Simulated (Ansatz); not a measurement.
**CdInI3 (model cell, started as cubic perovskite with Cd in the octahedra): from the cell to its phonons**

How does CdInI3 (model cell, started as cubic perovskite with Cd in the octahedra) vibrate, and is this structure a minimum?

Method: DFT PBEsol, scalar-relativistic, plane waves, PAW; PAW set soft_1, in Ansatz 0.2.0.

The structure was built from a prototype and need not be the compound's stable phase.

## 1. The structure

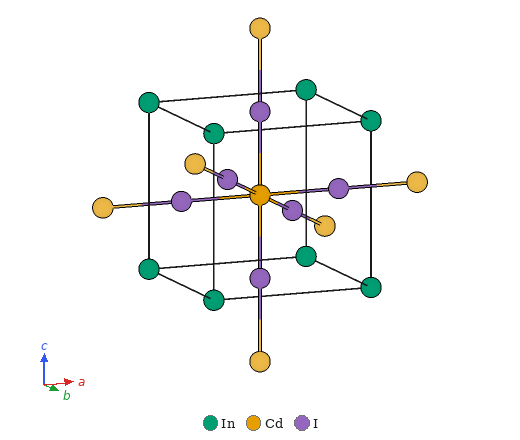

The cell as given, from a free direction (indium teal, cadmium orange, iodine purple). Some periodic images of atoms are drawn too.

## 2. Bringing the structure to rest

The cell and atoms are relaxed, since residual forces and stress would shift the frequencies.

File input.yaml:

```yaml
crystal:
  lattice:
    - [6.174, 0.0, 0.0]
    - [0.0, 6.174, 0.0]
    - [0.0, 0.0, 6.174]
  atoms:
    - { symbol: In, position: [0.0, 0.0, 0.0] }
    - { symbol: Cd, position: [0.5, 0.5, 0.5] }
    - { symbol: I, position: [0.5, 0.5, 0.0] }
    - { symbol: I, position: [0.5, 0.0, 0.5] }
    - { symbol: I, position: [0.0, 0.5, 0.5] }
kpoints:
  mp_grid: { grid: [6, 6, 6] }
hamiltonian:
  xc: pbesol
  pseudopotentials: { kind: paw, azcp: { folder: soft_1 }, xc_functional: pbe }
scf:
  occupations: { method: gaussian, width: 0.1 }
output:
  forces: true
  stress: true
  eigenvalues: true
relax:
  adjacent_minimum: "off"
  f_tol: 0.005
  max_steps: 80
  cell: { stress_tol: 0.05 }
```

Run with:

```bash
$ ansatz run input.yaml --threads 4 --pin off --max-ram 16384MiB --backend cpu --events-out ev --progress --plain --runs-dir out
```

Numbers of over 12 decimals in the logs are rounded to 6 here.

The log of the run:

```text
Engine: ansatz 0.2.0, aarch64-unknown-linux-gnu
Pseudopotentials: kind: paw
Pseudopotential: In, paw, valence charge 13, recommended cutoff 420 eV (normal), soft_1/In.paw.azcp
Pseudopotential: Cd, paw, valence charge 20, recommended cutoff 420 eV (normal), soft_1/Cd.paw.azcp
Pseudopotential: I, paw, valence charge 17, recommended cutoff 420 eV (normal), soft_1/I.paw.azcp
Functional definition: PBEsol
  exchange = pbesol_x
  correlation = pbesol_c
Crystal: 5 atoms, lattice volume = 235.342 Å³
Basis set: ecut = 420 eV, 4625 PW (Γ), exchange–correlation on 90×90×90 points (8 copies of the dense FFT grid, shifted against one another)
Bands: 51, of which v1, the nominal top of the filled ones, is band 42 counted from 1 (41 counted from 0)
Symmetry: 48 space group operations
Space group: Pm-3m (ITA 221), of the structure as read, at distance tolerance 6.2e-5 Å
k-points: 20 of 216
Non-local potential: In, projectors of the file, l = 0: 2, l = 1: 2, l = 2: 2, l = 3: 1
Non-local potential: Cd, projectors of the file, l = 0: 3, l = 1: 2, l = 2: 2, l = 3: 1
Non-local potential: I, projectors of the file, l = 0: 2, l = 1: 2, l = 2: 2, l = 3: 1
PAW form: soft (Blöchl's): semilocal exchange-correlation on the pseudo side does not see the compensation charge
PAW frozen core: In, regenerated for the run's functional, and the local potential with it (the file was generated under x = pbe(κ = 0.804, μ = 0.219515), c = pbe(β = 0.066725))
PAW frozen core: Cd, regenerated for the run's functional, and the local potential with it (the file was generated under x = pbe(κ = 0.804, μ = 0.219515), c = pbe(β = 0.066725))
PAW frozen core: I, regenerated for the run's functional, and the local potential with it (the file was generated under x = pbe(κ = 0.804, μ = 0.219515), c = pbe(β = 0.066725))
PAW one-centre angular grid: In, 590 points (default); XC on 64 Gauss nodes
PAW one-centre angular grid: Cd, 590 points (default); XC on 64 Gauss nodes
PAW one-centre angular grid: I, 590 points (default); XC on 64 Gauss nodes
Initial density: superposition of atomic densities (chi_scale 0.1, normalization cell), built separately for each of the 2 bonded fragments (scf.initial_density.interfragment_charge_transfer: auto; true builds it for the cell as a whole; a typed value also counts as a typed key of the start: scf.initial_density.chi_scale says what that changes, if anything)
Initial wavefunctions: pseudopotential atomic-orbital guess
Functional: x = pbesol(κ = 0.804, μ = 0.123457), c = pbesol(β = 0.046)
SCF iter   1: F=—  HF=-36010.556906 eV  |F-HF|=—  |Δ(HF+E_count)|=         —  Δρ=4.24e-2  dr2=6.89e0  ethr=3.10e-3  ⟨swp⟩=9.1  Hψ=4503  notcnv=0  defer=11
preconditioner: auto → LDOS  [metal: Δε(μ)=0.085 eV  Ē_g=12.227 eV  σ=0.100 eV  W_gap=0.45  n_scr=56 (ndim 8)  ℏωp=16.4 eV  f_vac=0.129  D(μ)=3.17/eV (n_scr^D=18)  β→1.0]
SCF iter   2: F=—  HF=-36010.215976 eV  |F-HF|=—  |Δ(HF+E_count)|=   3.41e-1  Δρ=5.58e-2  dr2=5.98e0  ethr=3.10e-3  ⟨swp⟩=4.2  Hψ=2636  notcnv=0  defer=78
preconditioner: auto → Resta (q_TF=auto, 2.298 Å⁻¹)  ε∞=3.2  [insulator: Δε(μ)=0.147 eV  Ē_g=11.192 eV  σ=0.100 eV  W_gap=0.54  n_scr=56 (ndim 8)  ℏωp=16.4 eV  f_vac=0.151  D(μ)=0.18/eV (n_scr^D=0)  ε∞_Penn≈3.2  β→0.5]
SCF iter   3: F=—  HF=-36008.029412 eV  |F-HF|=—  |Δ(HF+E_count)|=    2.19e0  Δρ=4.01e-3  dr2=9.20e-2  ethr=3.10e-3  ⟨swp⟩=3.1  Hψ=2404  notcnv=0  defer=78
SCF iter   4: F=—  HF=-36007.999958 eV  |F-HF|=—  |Δ(HF+E_count)|=   2.95e-2  Δρ=1.45e-3  dr2=1.10e-2  ethr=1.10e-4  ⟨swp⟩=2.6  Hψ=1486  notcnv=0  defer=79
SCF iter   5: F=—  HF=-36007.998170 eV  |F-HF|=—  |Δ(HF+E_count)|=   1.79e-3  Δρ=4.37e-4  dr2=6.63e-4  ethr=1.31e-5  ⟨swp⟩=2.0  Hψ=1356  notcnv=0  defer=80
SCF iter   6: F=—  HF=-36007.998421 eV  |F-HF|=—  |Δ(HF+E_count)|=   2.51e-4  Δρ=1.40e-4  dr2=4.62e-5  ethr=7.89e-7  ⟨swp⟩=2.0  Hψ=1463  notcnv=0  defer=80
SCF iter   7: F=—  HF=-36007.998364 eV  |F-HF|=—  |Δ(HF+E_count)|=   5.75e-5  Δρ=3.74e-5  dr2=3.51e-6  ethr=5.50e-8  ⟨swp⟩=2.0  Hψ=1697  notcnv=0  defer=80
SCF iter   8: F=—  HF=-36007.998368 eV  |F-HF|=—  |Δ(HF+E_count)|=   4.23e-6  Δρ=7.07e-6  dr2=1.31e-7  ethr=4.18e-9  ⟨swp⟩=2.0  Hψ=1698  notcnv=0  defer=80
SCF iter   9: F=-36007.998368 eV  HF=-36007.998368 eV  |F-HF|=3.73e-9  |Δ(HF+E_count)|=   1.84e-7  Δρ=1.60e-6  dr2=4.86e-9  ethr=1.19e-10  ⟨swp⟩=15.7  Hψ=5279  notcnv=0
SCF 1 converged in 9 iterations: F = -36007.998368 eV  dr2 = 4.86e-9
  greatest PAW one-centre occupation: 1.000 electrons in one spin orbital (limit 2), on the Cd atom at site 1 (counted from 0), in its partial waves of l = 0
relax step   1: F+E_penalty+E_count = -36007.99836802 eV  Δ(F+E_penalty+E_count) = +0.000e0 eV  max|allowed force component| = 6.650e-29 eV/Å  Δτ_max = 0.0000 Å  P = -3.005 GPa  Ω = 235.342 Å³  (9 SCF iters, dr2 threshold 1.00e-7 eV, accepted)
Crystal: 5 atoms, lattice volume = 216.040 Å³
Basis set: ecut = 420 eV, 4169 PW (Γ), exchange–correlation on 90×90×90 points (8 copies of the dense FFT grid, shifted against one another)
Initial density: handed on by an earlier stage of this run
Initial wavefunctions: those handed on with the density
iter 1 solved again at ethr=4.60e-5 eV; its pass at ethr=3.10e-3 eV (dr2=3.86e-2 eV) is discarded
SCF iter   1: F=—  HF=-36008.330045 eV  |F-HF|=—  |Δ(HF+E_count)|=         —  Δρ=2.51e-3  dr2=3.87e-2  ethr=4.60e-5  ⟨swp⟩=2.3  Hψ=5096  notcnv=0
preconditioner: auto → Resta (q_TF=auto, 2.331 Å⁻¹)  ε∞=3.1  [insulator: Δε(μ)=0.400 eV  Ē_g=11.907 eV  σ=0.100 eV  W_gap=0.94  n_scr=32 (ndim 8)  ℏωp=17.1 eV  f_vac=0.114  D(μ)=0.27/eV (n_scr^D=0)  ε∞_Penn≈3.1]
SCF iter   2: F=—  HF=-36008.317295 eV  |F-HF|=—  |Δ(HF+E_count)|=   1.28e-2  Δρ=1.18e-3  dr2=5.58e-3  ethr=4.60e-5  ⟨swp⟩=2.0  Hψ=1282  notcnv=0
SCF iter   3: F=—  HF=-36008.315264 eV  |F-HF|=—  |Δ(HF+E_count)|=   2.03e-3  Δρ=3.18e-4  dr2=5.08e-4  ethr=6.65e-6  ⟨swp⟩=2.5  Hψ=1743  notcnv=0
SCF iter   4: F=—  HF=-36008.315132 eV  |F-HF|=—  |Δ(HF+E_count)|=   1.31e-4  Δρ=1.39e-4  dr2=8.69e-5  ethr=6.05e-7  ⟨swp⟩=2.0  Hψ=1166  notcnv=0
SCF iter   5: F=—  HF=-36008.315072 eV  |F-HF|=—  |Δ(HF+E_count)|=   6.07e-5  Δρ=3.68e-5  dr2=2.76e-6  ethr=1.03e-7  ⟨swp⟩=2.0  Hψ=1344  notcnv=0
SCF iter   6: F=-36008.315073 eV  HF=-36008.315073 eV  |F-HF|=4.49e-7  |Δ(HF+E_count)|=   7.73e-7  Δρ=1.29e-5  dr2=3.92e-7  ethr=5.95e-10  ⟨swp⟩=11.5  Hψ=4858  notcnv=0
SCF 2 converged in 6 iterations: F = -36008.315073 eV  dr2 = 3.92e-7
relax step   2: F+E_penalty+E_count = -36008.31507299 eV  Δ(F+E_penalty+E_count) = -3.167e-1 eV  max|allowed force component| = 2.356e-29 eV/Å  Δτ_max = 0.0000 Å  P = -2.125 GPa  Ω = 216.040 Å³  energy of the carried Pulay correction = +1.690e-3 eV  (6 SCF iters, dr2 threshold 5.00e-7 eV, accepted)
Crystal: 5 atoms, lattice volume = 185.133 Å³
Basis set: ecut = 420 eV, 3695 PW (Γ), exchange–correlation on 90×90×90 points (8 copies of the dense FFT grid, shifted against one another)
iter 1 solved again at ethr=1.27e-4 eV; its pass at ethr=3.10e-3 eV (dr2=1.07e-1 eV) is discarded
SCF iter   1: F=—  HF=-36008.501141 eV  |F-HF|=—  |Δ(HF+E_count)|=         —  Δρ=4.49e-3  dr2=1.02e-1  ethr=1.27e-4  ⟨swp⟩=1.9  Hψ=5188  notcnv=0
preconditioner: auto → Resta (q_TF=auto, 2.392 Å⁻¹)  ε∞=3.3  [insulator: Δε(μ)=0.603 eV  Ē_g=12.328 eV  σ=0.100 eV  W_gap=0.94  n_scr=32 (ndim 8)  ℏωp=18.5 eV  f_vac=0.054  D(μ)=0.27/eV (n_scr^D=0)  ε∞_Penn≈3.3]
SCF iter   2: F=—  HF=-36008.468103 eV  |F-HF|=—  |Δ(HF+E_count)|=   3.30e-2  Δρ=2.21e-3  dr2=1.76e-2  ethr=1.21e-4  ⟨swp⟩=2.0  Hψ=1499  notcnv=0
SCF iter   3: F=—  HF=-36008.461710 eV  |F-HF|=—  |Δ(HF+E_count)|=   6.39e-3  Δρ=6.01e-4  dr2=1.58e-3  ethr=2.09e-5  ⟨swp⟩=2.0  Hψ=1411  notcnv=0
SCF iter   4: F=—  HF=-36008.461294 eV  |F-HF|=—  |Δ(HF+E_count)|=   4.16e-4  Δρ=2.58e-4  dr2=2.24e-4  ethr=1.88e-6  ⟨swp⟩=2.0  Hψ=1271  notcnv=0
SCF iter   5: F=—  HF=-36008.461224 eV  |F-HF|=—  |Δ(HF+E_count)|=   7.05e-5  Δρ=6.39e-5  dr2=7.81e-6  ethr=2.67e-7  ⟨swp⟩=2.4  Hψ=1539  notcnv=0
SCF iter   6: F=—  HF=-36008.461225 eV  |F-HF|=—  |Δ(HF+E_count)|=   1.31e-6  Δρ=1.98e-5  dr2=8.30e-7  ethr=9.30e-9  ⟨swp⟩=2.4  Hψ=1726  notcnv=0
SCF iter   7: F=-36008.461226 eV  HF=-36008.461226 eV  |F-HF|=4.46e-8  |Δ(HF+E_count)|=   1.01e-6  Δρ=3.72e-6  dr2=3.65e-8  ethr=5.95e-10  ⟨swp⟩=11.6  Hψ=4652  notcnv=0
SCF 3 converged in 7 iterations: F = -36008.461226 eV  dr2 = 3.65e-8
relax step   3: F+E_penalty+E_count = -36008.46122606 eV  Δ(F+E_penalty+E_count) = -1.462e-1 eV  max|allowed force component| = 9.203e-30 eV/Å  Δτ_max = 0.0000 Å  P = +1.169 GPa  Ω = 185.133 Å³  energy of the carried Pulay correction = +4.993e-3 eV  (7 SCF iters, dr2 threshold 5.00e-7 eV, accepted)
[...]
relax step   4: F+E_penalty+E_count = -36008.48635635 eV  Δ(F+E_penalty+E_count) = -2.513e-2 eV  max|allowed force component| = 1.015e-28 eV/Å  Δτ_max = 0.0000 Å  P = -0.246 GPa  Ω = 195.031 Å³  energy of the carried Pulay correction = +3.841e-3 eV  (6 SCF iters, dr2 threshold 5.00e-7 eV, accepted)
[...]
relax step   5: F+E_penalty+E_count = -36008.48807967 eV  Δ(F+E_penalty+E_count) = -1.723e-3 eV  max|allowed force component| = 1.165e-29 eV/Å  Δτ_max = 0.0000 Å  P = -0.012 GPa  Ω = 193.170 Å³  energy of the carried Pulay correction = +4.050e-3 eV  (5 SCF iters, dr2 threshold 1.52e-7 eV, accepted)
Basis set: ecut = 420 eV, 3791 PW (Γ), exchange–correlation on 80×80×80 points (8 copies of the dense FFT grid, shifted against one another)
Initial wavefunctions: pseudopotential atomic-orbital guess (no wavefunctions were taken with the density)
iter 1 solved again at ethr=9.81e-7 eV; its pass at ethr=3.10e-3 eV (dr2=8.24e-4 eV) is discarded
SCF iter   1: F=—  HF=-36008.484599 eV  |F-HF|=—  |Δ(HF+E_count)|=         —  Δρ=1.64e-4  dr2=8.69e-6  ethr=9.81e-7  ⟨swp⟩=3.0  Hψ=7000  notcnv=0
preconditioner: auto → Resta (q_TF=auto, 2.375 Å⁻¹)  ε∞=3.2  [insulator: Δε(μ)=0.686 eV  Ē_g=12.134 eV  σ=0.100 eV  W_gap=0.94  n_scr=32 (ndim 8)  ℏωp=18.1 eV  f_vac=0.065  D(μ)=0.28/eV (n_scr^D=0)  ε∞_Penn≈3.2]
SCF iter   2: F=—  HF=-36008.484644 eV  |F-HF|=—  |Δ(HF+E_count)|=   4.48e-5  Δρ=8.10e-5  dr2=2.28e-6  ethr=1.03e-8  ⟨swp⟩=2.0  Hψ=1861  notcnv=0
SCF iter   3: F=—  HF=-36008.484660 eV  |F-HF|=—  |Δ(HF+E_count)|=   1.67e-5  Δρ=1.95e-5  dr2=1.30e-7  ethr=2.71e-9  ⟨swp⟩=3.0  Hψ=1781  notcnv=0
SCF iter   4: F=—  HF=-36008.484660 eV  |F-HF|=—  |Δ(HF+E_count)|=   2.07e-7  Δρ=2.03e-6  dr2=2.90e-9  ethr=1.55e-10  ⟨swp⟩=2.0  Hψ=1861  notcnv=0
SCF iter   5: F=—  HF=-36008.484660 eV  |F-HF|=—  |Δ(HF+E_count)|=   2.55e-9  Δρ=4.21e-7  dr2=2.52e-10  ethr=3.46e-12  ⟨swp⟩=2.0  Hψ=1854  notcnv=0
SCF iter   6: F=-36008.484660 eV  HF=-36008.484660 eV  |F-HF|=0.00e0  |Δ(HF+E_count)|=  2.55e-10  Δρ=1.11e-7  dr2=1.96e-11  ethr=1.00e-12  ⟨swp⟩=8.8  Hψ=4157  notcnv=0
SCF 6 converged in 6 iterations: F = -36008.484660 eV  dr2 = 1.96e-11
relax step   6: F+E_penalty+E_count = -36008.48466044 eV  Δ(F+E_penalty+E_count) = +3.419e-3 eV  max|allowed force component| = 2.088e-29 eV/Å  Δτ_max = 0.0000 Å  P = -0.021 GPa  Ω = 193.170 Å³  stress off target by 2.10e-2 GPa  SCF on the basis re-selected at this cell (its energy is not comparable with the rows above)  (6 SCF iters)
basis re-selected at this cell: Δ(F+E_penalty+E_count) = +3.419e-3 eV, ΔP = -0.009 GPa vs the last step (what re-selecting the basis moved, of the pressure what is left beyond the Pulay correction that the steps carried, after the strain that the cell walked since its last selection, with what the two solves' SCF thresholds leave and, on support functions, any second-order correction that the steps lacked; it is no measure of the basis error at this ecutwfc). The dense FFT grid was sized anew with the basis: this SCF ran on 40×40×40 points, the steps before it on 45×45×45, so part of this shift can come from that change (see relax.cell in the input reference). [rest of the remark cut]
SCF converged after 6 iterations
Free energy (F): -36008.484660 eV
Harris-Foulkes:  -36008.484660 eV  (|F-HF|=0.00e0)
Internal energy: -36008.483271 eV  (E = F + TS)
E sigma→0 (E₀):  -36008.483966 eV
Entropy (-TS):   -0.001389 eV (-0.278 meV/atom)
Fermi energy:    5.543949 eV
--- Per-component energies (eV) ---
  E_band       = -1761.497695
  E_kinetic    = 1130.552254
  E_local      = -12724.259679  (includes V_loc(G=0)·N_el)
  E_nonlocal   = 805.408660
  E_hartree    = 5727.364663
  E_xc         = -618.553955
  E_vxc        = -617.045676  (∫ρ·V_xc dr)
  E_paw        = -22272.975298  (= ΣΔE_a)
  E_vpaw       = -1810.875769  (= ΣTr[D̂ρ^β])
  E_aug_tail   = -0.006946  (compensation charges beyond the density's cutoff)
  E_ewald      = -8057.827244
  E_core_change = 1.814272  (= ΣΔE_core)
  E_smearing   = -0.001389  (= −TS)
  E_closure    = 0.000000  (closes the sum)
  Σ components = -36008.484660   (vs F -36008.484660, Δ=0.00e0)
--- Forces (eV/Å), atoms counted from 1 ---
  atom   1  In     0.00000000    -0.00000000     0.00000000
  atom   2  Cd     0.00000000    -0.00000000     0.00000000
  atom   3  I     -0.00000000     0.00000000    -0.00000000
  atom   4  I     -0.00000000    -0.00000000    -0.00000000
  atom   5  I      0.00000000     0.00000000     0.00000000
  max |Σ_I F_I| component: 2.18e-29 eV/Å
--- Stress (GPa, compression-positive) ---
       -0.020980       0.000000       0.000000
        0.000000      -0.020980       0.000000
        0.000000       0.000000      -0.020980
  P = ⅓ Tr σ = -0.0210 GPa (-0.210 kbar)
--- Band table (eV; the first three rows and the last of 20) ---
  k-point 0: bands = [... 38 lower, 4.5525, 4.7142, 4.7142, 4.7142, 5.2097, 9.4301, 9.4301, 9.4301, ... 5 higher]
  k-point 1: bands = [... 38 lower, 4.4758, 4.4891, 4.6883, 4.6883, 6.1203, 8.8531, 9.2272, 9.2272, ... 5 higher]
  k-point 2: bands = [... 38 lower, 4.3702, 4.3926, 4.7152, 4.7152, 7.4219, 8.1032, 8.9236, 8.9236, ... 5 higher]
  k-point 19: bands = [... 38 lower, 5.3691, 5.4341, 5.4341, 5.4341, 9.5240, 9.5240, 9.5240, 9.6281, ... 5 higher]
--- Relaxed structure (5 steps of the walk, 5 accepted, 1 SCFs on fresh bases) ---
  F+E_penalty+E_count = -36008.48466044 eV   max|allowed force component| = 2.088e-29 eV/Å   (the final SCF, on the basis selected at the relaxed cell)
  cell:  # Å, volume = 193.1704 Å³
    - [5.780697, 0, 0]
    - [0, 5.780697, 0]
    - [0, 0, 5.780697]
  atoms:
    - { symbol: In, position: [0, 0, 0] }
    - { symbol: Cd, position: [0.5, 0.5, 0.5] }
    - { symbol: I, position: [0.5, 0.5, 0] }
    - { symbol: I, position: [0.5, 0, 0.5] }
    - { symbol: I, position: [0, 0.5, 0.5] }
```

Elapsed: 23 s, on 4 threads of Arm Neoverse V1, shared host; peak memory 0.71 GiB.

Relaxation path:

| step | energy less that of the first step (eV) | largest force component (eV/Å) | pressure (GPa) | volume (Å³) |
| --- | --- | --- | --- | --- |
| 1 | 0.0000 | 0.0000 | -3.00 | 235.34 |
| 2 | -0.3167 | 0.0000 | -2.13 | 216.04 |
| 3 | -0.4629 | 0.0000 | 1.17 | 185.13 |
| 4 | -0.4880 | 0.0000 | -0.25 | 195.03 |
| 5 | -0.4897 | 0.0000 | -0.01 | 193.17 |
| 6* | -0.4863 | 0.0000 | -0.02 | 193.17 |

Relaxation steps marked * repeat the geometry before them on a plane-wave basis chosen anew for their cell, so energy and pressure can jump there.

The run keeps the 48 symmetry operations that it works with, so distortions that break them were not tested.

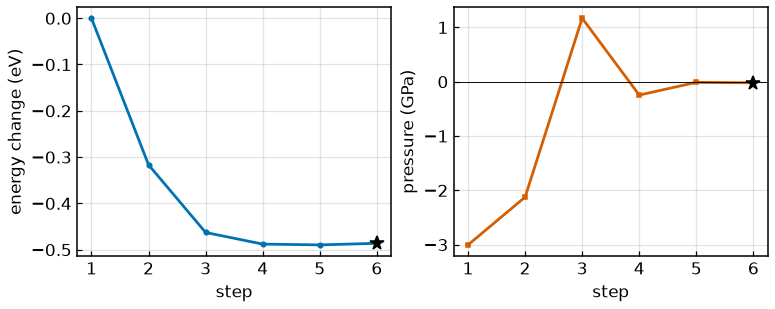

Energy and pressure along the relaxation. Stars mark steps on a basis chosen anew.

| conventional cell, symmetrised | before | after | change |
| --- | --- | --- | --- |
| a (Å) | 6.174 | 5.781 | -6.4 % |
| b (Å) | 6.174 | 5.781 | -6.4 % |
| c (Å) | 6.174 | 5.781 | -6.4 % |
| volume (Å³/atom) | 47.07 | 38.63 | -17.9 % |

The relaxed structure:

```xyz
5
Lattice="5.7807 0.0000 0.0000 0.0000 5.7807 0.0000 0.0000 0.0000 5.7807" Properties=species:S:1:pos:R:3 pbc="T T T"
In    0.0000    0.0000    0.0000
Cd    2.8903    2.8903    2.8903
I     2.8903    2.8903    0.0000
I     2.8903    0.0000    2.8903
I     0.0000    2.8903    2.8903
```

Numbers from this step:

```yaml
pressure: -0.02098 GPa
volume_per_atom: 38.63 Å³
gap_on_the_k_mesh: 0 eV
```

In this step the volume went from 47.07 to 38.63 Å³/atom.

## 3. Bringing the structure to rest

The relaxation is repeated from its end on the same settings, as a check that it has come to rest.

Changes to input.yaml since step 2:

```diff
@@ -2,5 +2,5 @@
   lattice:
-    - [6.174, 0.0, 0.0]
-    - [0.0, 6.174, 0.0]
-    - [0.0, 0.0, 6.174]
+    - [5.7806967359, 0.0, 0.0]
+    - [0.0, 5.7806967359, 0.0]
+    - [0.0, 0.0, 5.7806967359]
   atoms:
```

The log of the run:

```text
[...]
Crystal: 5 atoms, lattice volume = 193.170 Å³
Basis set: ecut = 420 eV, 3791 PW (Γ), exchange–correlation on 80×80×80 points (8 copies of the dense FFT grid, shifted against one another)
Bands: 51, of which v1, the nominal top of the filled ones, is band 42 counted from 1 (41 counted from 0)
Symmetry: 48 space group operations
[...]
k-points: 20 of 216
[...]
--- Relaxed structure (1 steps of the walk, 1 accepted, 1 SCFs on fresh bases) ---
[...]
cell:  # Å, volume = 193.1704 Å³
    - [5.7806967359, 0.0, 0.0]
    - [0.0, 5.7806967359, 0.0]
    - [0.0, 0.0, 5.7806967359]
  atoms:
    - { symbol: In, position: [0.0, 0.0, 0.0] }
    - { symbol: Cd, position: [0.5, 0.5, 0.5] }
    - { symbol: I, position: [0.5, 0.5, 0.0] }
    - { symbol: I, position: [0.5, 0.0, 0.5] }
    - { symbol: I, position: [0.0, 0.5, 0.5] }
[key lines of the parts left out:]
SCF converged after 6 iterations
Free energy (F): -36008.484660 eV
Fermi energy:    5.543949 eV
P = ⅓ Tr σ = -0.0210 GPa (-0.210 kbar)
```

Wall time 7.5 s (4 threads); peak memory 0.62 GiB; 28 s of CPU time.

Little changed from the start: no atom moved by 0.005 Å and no cell edge by 0.1 %.

In this step the volume went from 38.63 to 38.63 Å³/atom.

## 4. Relaxing to small forces for the phonons

Phonons need a cell at rest on their own settings, so the relaxation is repeated with tight tolerances on forces and stress, using the mesh and the filling of the phonon run that follows.

Changes to input.yaml since step 3:

```diff
@@ -17,3 +17,3 @@
 scf:
-  occupations: { method: gaussian, width: 0.1 }
+  occupations: { method: methfessel_paxton, width: 0.2 }
 output:
@@ -24,4 +24,4 @@
   adjacent_minimum: "off"
-  f_tol: 0.005
-  max_steps: 80
-  cell: { stress_tol: 0.05 }
+  f_tol: 0.001
+  max_steps: 60
+  cell: { stress_tol: 0.01 }
```

The log of the run:

```text
[...]
Crystal: 5 atoms, lattice volume = 193.170 Å³
Basis set: ecut = 420 eV, 3791 PW (Γ), exchange–correlation on 80×80×80 points (8 copies of the dense FFT grid, shifted against one another)
Bands: 51, of which v1, the nominal top of the filled ones, is band 42 counted from 1 (41 counted from 0)
Symmetry: 48 space group operations
[...]
k-points: 20 of 216
[...]
--- Relaxed structure (3 steps of the walk, 3 accepted, 1 SCFs on fresh bases) ---
[...]
cell:  # Å, volume = 192.8576 Å³
    - [5.777575, 0, 0.0]
    - [0, 5.777575, 0]
    - [0.0, 0, 5.777575]
  atoms:
    - { symbol: In, position: [0, 0, 0] }
    - { symbol: Cd, position: [0.5, 0.5, 0.5] }
    - { symbol: I, position: [0.5, 0.5, 0] }
    - { symbol: I, position: [0.5, 0, 0.5] }
    - { symbol: I, position: [0, 0.5, 0.5] }
[key lines of the parts left out:]
SCF converged after 7 iterations
Free energy (F): -36008.480079 eV
Fermi energy:    5.508385 eV
P = ⅓ Tr σ = 0.0002 GPa (0.002 kbar)
```

Run time: 13 s. Hardware: 4 threads; peak memory 0.62 GiB.

Little changed from the start: no atom moved by 0.005 Å and no cell edge by 0.1 %.

This step gave:

* pressure: 1.53e-4 GPa
* volume per atom: 38.57 Å³

The forces vanish by symmetry and the pressure is 0.000 GPa, within the tolerances set. The cell now holds 38.57 Å³/atom.

(Continued in part 2 of 2.)

[Logs are printed without paths, hosts, clocks, repeated set-up lines and the standing remarks that a program may print on its own settings, such as how far it seeks lower states.]

[Hosts, paths, dates, database ids (printed as entryN), source tags and the programs' standing remarks are cut or masked in the printed files.]
